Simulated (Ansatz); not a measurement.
## Fields on a plane of TiC (rock salt)

```xyz
2
Lattice="0.0000 2.1466 2.1466 2.1466 0.0000 2.1466 2.1466 2.1466 0.0000" Properties=species:S:1:pos:R:3 pbc="T T T"
C      0.0000     0.0000     0.0000
Ti     2.1466     2.1466     2.1466
```

The slice is a {100} plane (indices of the conventional cell) through the point (0.500, 0.500, 0.500) (fractional), spanned by u = [100] and v = [0 1 -1] in vectors of this cell: u (3.04 Å) and v (3.04 Å, at 90° to u). It covers one period; positions are fractions (u, v).

Atoms on it: C at (0.50, 0.50); Ti at (0.00, 0.00).

The numbers are results of PBEsol (plane waves to 420 eV, PAW, scalar-relativistic; Ansatz, a quantum-chemistry and plane-wave program), not measurements. k mesh 19×19×19. Inside the PAW spheres the values are not all-electron values, and peaks at nuclei hang on which shells count as valence. TiC is run without spin polarisation. TiC was relaxed with its symmetry unable to fall.

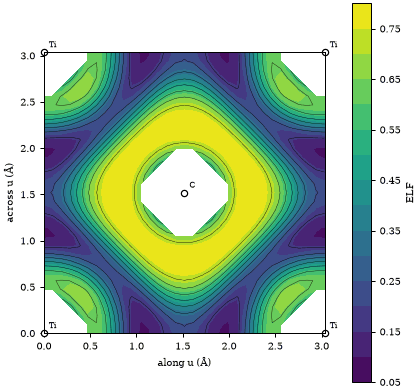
Figure: Electron localisation function (ELF), one period of the plane, atoms marked. Points within 0.4 Å of a nucleus are left white, as the pseudised field means little there.

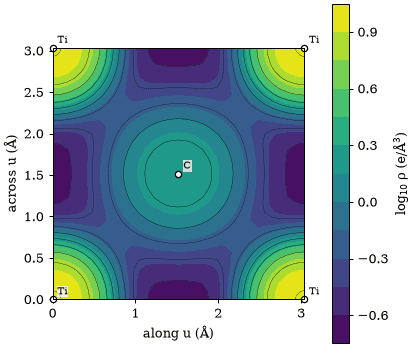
*Log₁₀ of the valence density in e/Å³, one period of the plane, atoms marked. The scale is logarithmic, as a density can span decades between atoms and voids.*

The density on the C–Ti line (2.15 Å) at its midpoint is 0.53 e/Å³ and the ELF at that point comes out as 0.28.
